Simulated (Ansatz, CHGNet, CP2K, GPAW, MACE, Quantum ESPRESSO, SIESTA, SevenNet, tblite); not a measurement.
**Running Σ7 (111) twist boundary in a MgS-YS solid solution (84 atoms) with tblite**

Aim: run Σ7 (111) twist boundary in a MgS-YS solid solution (84 atoms) in tblite and see how near its forces come to a plane-wave reference, and at what cost.

Method: the method is named at each step, in tblite 0.8.0.

## (1) The starting structure

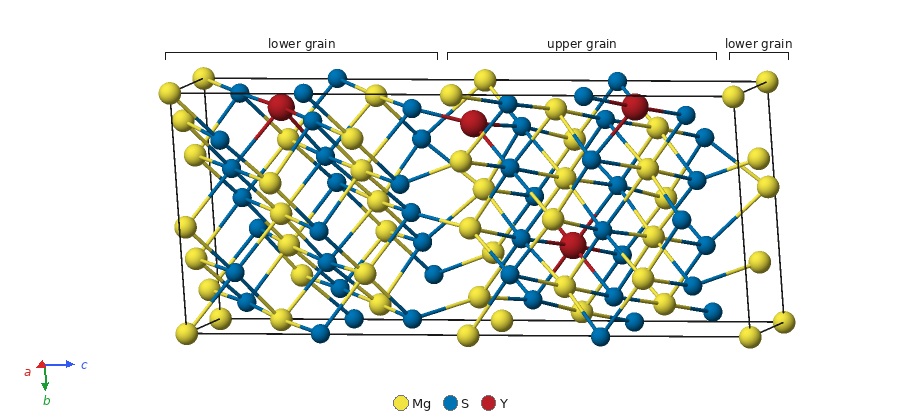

The cell as given, from the side, with the c axis across the page (magnesium yellow, sulfur blue, yttrium red). Bonds to atoms that aren't drawn are left out. Some periodic images of atoms are drawn too.

The cell holds 84 atoms: 38 Mg, 42 S and 4 Y. Its edges and angles: a = 9.782 Å, b = 9.782 Å, c = 19.373 Å, α = 90.0°, β = 90.0°, γ = 120.0°. Rock-salt MgS lattice (a = 5.2289 Å, the value set for the mixture); two grains turned against each other by 38.21 deg about [111]; 1 x 1 coincidence cells, 1 lattice periods a grain, two boundaries a cell, upper grain shifted by [0, 0] of the boundary cell and opened by 0.63 Å, no atom removed; 4 of 42 Mg sites given to Y at random (lattice constant by Vegard's rule between MgS and YS); not relaxed, displaced by a Gaussian of 0.02 Å. Then every atom was moved at random, 0.05 Å r.m.s. a Cartesian component. Regions: lower grain, 42 atoms (20 Mg, 21 S and 1 Y); upper grain, 42 atoms (18 Mg, 21 S and 3 Y). The structure's axis is c.

The yardstick, on the same geometry:

| Quantity | Value |
| --- | --- |
| method | Kohn-Sham DFT, PBE, SSSP efficiency 1.3.0 pseudopotentials, plane waves (Quantum ESPRESSO 7.5); sssp-pbe-1.3.0-efficiency, cutoffs 45/360 Ry, Γ point |
| r.m.s. force component | 0.7976 eV/Å |
| longest force | 6.324 eV/Å |
| pressure | 2.814 GPa |
| time | 5.5 min on 4 MPI ranks of Intel Xeon Platinum 8259CL at 2.50GHz (Skylake/Cascade Lake), shared host |
| CPU time | 22 min |

## (2) GFN1-xTB

Method: GFN1-xTB tight binding, diagonalisation.

The input, run.py:

```python
import numpy as np
from ase.io import read
from tblite.ase import TBLite

atoms = read("structure.xyz")
atoms.calc = TBLite(method="GFN1-xTB", electronic_temperature=580, accuracy=1.0, max_iterations=250, mixer_damping=0.1, verbosity=1)
energy = atoms.get_potential_energy()
forces = atoms.get_forces()
print(f"energy {energy:.6f} eV")
print("forces (eV/A)")
for i, (a, f) in enumerate(zip(atoms, forces)):
    print(f"{i:4d} {a.symbol:2s} {f[0]:10.5f} {f[1]:10.5f} {f[2]:10.5f}")
stress = -atoms.get_stress(voigt=False) * 160.21766
print("stress (GPa, compression positive)")
for row in stress:
    print(" ".join(f"{x:10.4f}" for x in row))
print("charges (e)")
print(np.array2string(atoms.get_charges(), precision=4, suppress_small=True, max_line_width=110, threshold=100000))
```

The input, structure.xyz:

```xyz
84
Lattice="9.78238 0.00000 0.00000 -4.89119 8.47179 0.00000 0.00000 0.00000 19.37344" Properties=species:S:1:pos:R:3 pbc="T T T"
Mg 5.64248 4.80384 0.02751
S -2.10590 5.23260 1.61265
Mg 6.29682 1.12844 0.02635
S 8.37739 1.67462 1.53205
Mg 7.05447 3.20251 3.10401
S -0.79394 3.57781 4.45977
Mg 8.49169 1.58694 6.09217
S 0.72991 1.99316 7.55932
Mg 2.13359 6.06318 19.35000
S 4.22677 6.41535 1.55859
Mg 2.76010 8.09801 2.98254
S -4.87270 8.45163 4.57601
Mg 2.74909 2.49130 0.01589
S 4.74445 2.83144 1.50222
Mg 3.41488 4.43862 3.04550
S 5.66033 4.91050 4.61611
Mg 4.13418 6.43576 6.02185
S -3.49784 6.85037 7.48144
Y 4.20975 0.76043 3.14799
S 6.31399 1.10548 4.47720
Mg 4.90420 2.86228 5.99337
S 6.91644 3.22131 7.55351
Mg -1.37134 7.30870 0.02557
S 0.64172 7.61868 1.53941
Mg -0.63135 3.63304 19.30835
S 1.34664 4.00462 1.46386
Mg 0.03688 5.68847 2.91609
S 2.13828 6.16399 4.48146
Mg 0.67978 7.66223 6.13208
S 2.71755 8.04651 7.47931
Mg 9.76624 0.01254 19.35135
S 2.09377 0.39453 1.47161
Mg 0.72531 2.03535 2.97595
S 2.82911 2.49401 4.50006
Mg 1.50927 4.09569 6.15940
S 3.36308 4.37331 7.51321
Mg 2.13266 0.45121 6.16056
S 4.11457 0.77822 7.62887
Mg -3.39674 6.90332 2.95619
S -1.42583 7.23398 4.50200
Mg -2.19101 5.31054 6.01352
S 0.04016 5.55809 7.51166
Mg 1.32869 7.35665 9.61756
S 7.61612 0.41249 11.34257
Mg 4.19464 4.85239 9.63538
S 5.52122 6.36359 11.16588
Mg 3.47524 6.86681 12.80914
S 9.74428 0.03092 14.20170
Mg 7.07124 2.41878 9.66463
S -1.38827 4.04350 11.18622
Mg 6.29653 4.41787 12.74017
S -2.01713 6.06089 14.13021
Mg 5.62091 6.46338 15.75254
S -2.85694 8.04041 17.14414
Mg -2.13168 6.01412 9.68052
S -0.56586 7.53659 11.23330
[... 24 atom lines left out ...]
Mg -1.29753 4.07103 15.71825
S -0.04079 5.61493 17.24992
Mg 1.41189 1.53204 15.75061
S 2.91681 3.23775 17.28246
```

The run is started by

```bash
$ OMP_NUM_THREADS=1 python run.py > output.txt
```

The program printed:

```text
------------------------------------------------------------
  cycle        total energy    energy error   density error
------------------------------------------------------------
      1     -185.5791096454  -1.8520455E+02   9.3405975E-01
      2     -187.9954420167  -2.4163324E+00   7.6398709E-01
      3     -224.3729292921  -3.6377487E+01   1.1355133E+00
      4     -219.2067677196   5.1661616E+00   1.0373701E+00
      5     -215.8612493407   3.3455184E+00   1.0570449E+00
      6     -218.5164752532  -2.6552259E+00   1.0183370E+00
      7     -182.4957203676   3.6020755E+01   8.1498372E-01
      8     -193.9237493003  -1.1428029E+01   4.9143741E-01
      9     -190.2628670076   3.6608823E+00   2.5770941E-01
     10     -190.1426424895   1.2022452E-01   2.4324605E-01
     11     -190.2043022312  -6.1659742E-02   2.1647644E-01
     12     -190.3387958738  -1.3449364E-01   1.9329975E-01
     13     -190.5007687673  -1.6197289E-01   1.5966414E-01
     14     -190.5348637826  -3.4095015E-02   1.5001767E-01
     15     -190.6093897784  -7.4525996E-02   1.3388530E-01
     16     -190.6422496548  -3.2859876E-02   1.2864941E-01
     17     -190.7240416602  -8.1792005E-02   1.1619196E-01
     18     -190.7923879182  -6.8346258E-02   1.0455401E-01
     19     -190.8083821254  -1.5994207E-02   1.0165530E-01
     20     -190.9457854482  -1.3740332E-01   7.4971952E-02
     21     -190.9350525339   1.0732914E-02   7.8037692E-02
     22     -191.0421233347  -1.0707080E-01   4.8475807E-02
     23     -191.0429190609  -7.9572615E-04   4.7923658E-02
     24     -191.0460072195  -3.0881587E-03   4.5276506E-02
[...]
46     -191.1034442110  -3.1265811E-05   9.7554095E-04
     47     -191.1034620245  -1.7813554E-05   6.8912249E-04
     48     -191.1034768584  -1.4833819E-05   3.0850501E-04
     49     -191.1034799225  -3.0641822E-06   1.5451698E-04
     50     -191.1034804638  -5.4122552E-07   1.0709166E-04
     51     -191.1034807574  -2.9364861E-07   4.4947527E-05
     52     -191.1034807915  -3.4090050E-08   2.1385126E-05
     53     -191.1034807994  -7.8796347E-09   1.0646290E-05
------------------------------------------------------------
 total:                                  35.790 sec
energy -5200.190587 eV
forces (eV/A)
   0 Mg   -0.02761   -0.03528    0.31260
   1 S     0.06834    0.03569   -1.04421
   2 Mg   -0.08993    0.26212    0.40008
   3 S    -0.23134   -0.41226   -0.82922
   4 Mg   -0.32695    0.09777    0.08885
   5 S     0.61139    0.16283    0.22702
   6 Mg   -0.17135    0.15323    0.21384
   7 S     0.01520    0.11649    0.73139
   8 Mg    0.05531   -0.03967   -0.35169
   9 S    -0.07016    0.13595   -0.69312
  10 Mg    0.30367   -0.08541    0.41566
  11 S     0.15585    0.23008   -0.31283
  12 Mg    0.11964   -0.27757    0.79350
  13 S     0.54410   -0.23233   -0.31860
  14 Mg    0.25258    0.20046    0.19825
  15 S    -0.49947   -0.49017   -0.46089
  16 Mg    0.10638    0.06253    0.29014
  17 S     0.14686    0.10888    0.87191
  18 Y    -0.39025    0.33882   -0.45828
  19 S    -0.02115    0.55993    0.29858
  20 Mg    0.12603    0.00479    0.43349
  21 S     0.07019   -0.00218   -0.67546
  22 Mg   -0.24803   -0.24706   -0.44032
  23 S     0.23424    0.28491   -0.83592
[...]
76 Mg   -0.10301   -0.20408   -0.69579
  77 S     0.20200    0.25172    0.27628
  78 Mg   -0.35041   -0.20738    0.34593
  79 S    -0.01398    0.47495   -0.84517
  80 Mg   -0.24837   -0.10515    0.44508
  81 S     0.11880    0.08205    0.64064
  82 Mg    0.11618    0.15939    0.54893
  83 S    -0.46442    0.13042   -1.05578
stress (GPa, compression positive)
    0.7894     0.1262    -0.0629
    0.1262     0.5402     0.5081
   -0.0629     0.5081    -2.9371
charges (e)
[ 0.3817 -0.4202  0.3836 -0.402   0.4432 -0.4462  0.4356 -0.4173  0.3582 -0.4052  0.4437 -0.4497  0.4145
 -0.4413  0.436  -0.4453  0.4433 -0.4191  0.4898 -0.4427  0.4459 -0.4222  0.3716 -0.4056  0.363  -0.4076
  0.4441 -0.4459  0.4563 -0.4187  0.349  -0.4089  0.4304 -0.435   0.4516 -0.4261  0.4629 -0.4643  0.4508
 -0.4465  0.4549 -0.4351  0.3945 -0.4315  0.4076 -0.4108  0.466  -0.4436  0.3967 -0.4104  0.4267 -0.4443
  0.4505 -0.4235  0.3748 -0.4149  0.4289 -0.4496  0.3848 -0.4284  0.4594 -0.4593  0.4676 -0.4159  0.4527
 -0.4442  0.4176 -0.4411  0.4632 -0.4237  0.4829 -0.4553  0.463  -0.4219  0.5189 -0.435   0.3551 -0.4124
  0.4498 -0.4383  0.4618 -0.4396  0.463  -0.447 ]
```

Run time: 37 s. Hardware: 1 thread of Intel Xeon Platinum 8259CL at 2.50GHz (Skylake/Cascade Lake), shared host; peak memory 0.14 GiB.

Banners, paths, timers and routine set-up lines are dropped from the logs unmarked, and long logs keep their key lines alone; longer cuts are marked.

Compared with the plane-wave run:

```yaml
r_m_s_force_component: 0.6662 eV/Å
r_m_s_difference_of_force_components: 373.2 meV/Å
longest_difference_of_force_vectors: 2280 meV/Å
force_difference_over_r_m_s_force: 46.79 %
slope_of_forces_against_the_reference_s: 0.7393
correlation_of_force_components: 0.8852
pressure: -0.5358 GPa
pressure_difference: -3.35 GPa
```

Length of the force difference by element (eV/Å):

```
element  atoms  mean  most
     Mg     38  0.50  0.87
      S     42  0.55   1.3
      Y      4   1.1   2.3
```

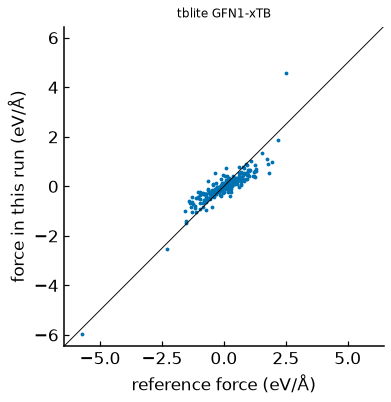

Force components against those of the reference; the line marks equality.

Local excerpt of 9 atoms (numbers count through the whole input) about S38, which bears the longest force; x, y, z are measured from there.

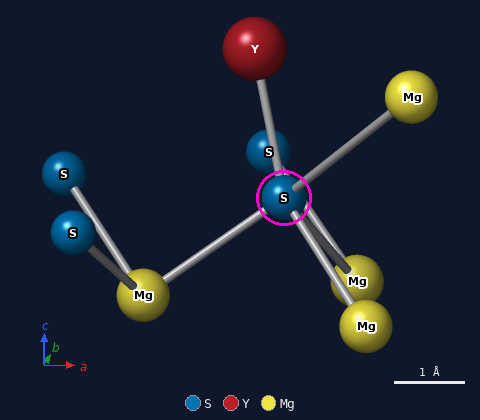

The atoms of the table, within 3.7 Å (arrows a, b, c point along x, y, z); some may hide others; the central atom is ringed.

```
atom      x      y      z  distance (Å)  bonds  Mulliken charge (e)     Fx     Fy  Fz (eV/Å)
 S38   0.00   0.00   0.00          0.00      4                -0.46   1.87  -1.40      -5.97
 Y65  -0.54   0.53   2.06          2.20      4                 0.45  -2.53   0.55       4.59
Mg37  -1.98  -0.33  -1.47          2.49      6                 0.46  -0.21  -0.23       0.10
Mg29   1.46  -1.59  -1.50          2.62      6                 0.46  -0.08  -0.13       0.04
Mg21   0.79   2.08  -1.64          2.76      6                 0.45   0.13   0.00       0.43
Mg43   2.11  -1.89   1.99          3.46      4                 0.39   0.30  -0.09      -0.48
  S8  -3.38   1.21  -0.07          3.60      4                -0.42   0.02   0.12       0.73
 S18  -2.72  -2.40  -0.15          3.63      4                -0.42   0.15   0.11       0.87
 S36  -0.75   3.60  -0.12          3.67      4                -0.43   1.04  -0.12       0.25
```

Atoms are counted from 1 here, from 0 in the log.

Forces lie 47 % from the reference's, at 0.028 times its CPU time (on 1 against 4 cores).

## (3) Results

- force difference from the reference: tblite GFN1-xTB, 47 %
- its CPU time: 37 s

**Reading.** Tight binding differs by 47 % (tblite GFN1-xTB); it is another model, with fitted parameters of its own, and the xTB methods hold dispersion. One electronic-structure run takes under half the reference's CPU time: tblite GFN1-xTB, at 47 % in 37 s against 22 min; its pressure misses by -3.4 GPa. Periodic xTB results under one method name differ between programs and library versions. The reference's pressure holds the uncorrected Pulay stress of its 45 Ry basis, so small pressure differences, and their order, may be the reference's own error. The host structure and its lattice constant were typed by rule, without a check against the phase diagram. The reference's pressure of 2.8 GPa belongs to a cell and atoms that aren't relaxed at this level. The electronic-structure runs sample only Γ, in a cell whose shortest periodic width is 8 Å, which is coarse for a cell with partly filled levels.

[Also dropped from logs without a mark: logging warnings of Python, and SIESTA's first energy breakdown and zero terms.]

[Logs are printed without paths, hosts, clocks, repeated set-up lines and the standing remarks that a program may print on its own settings, such as how far it seeks lower states.]

[Hosts, paths, dates, database ids (printed as entryN), source tags and the programs' standing remarks are cut or masked in the printed files.]
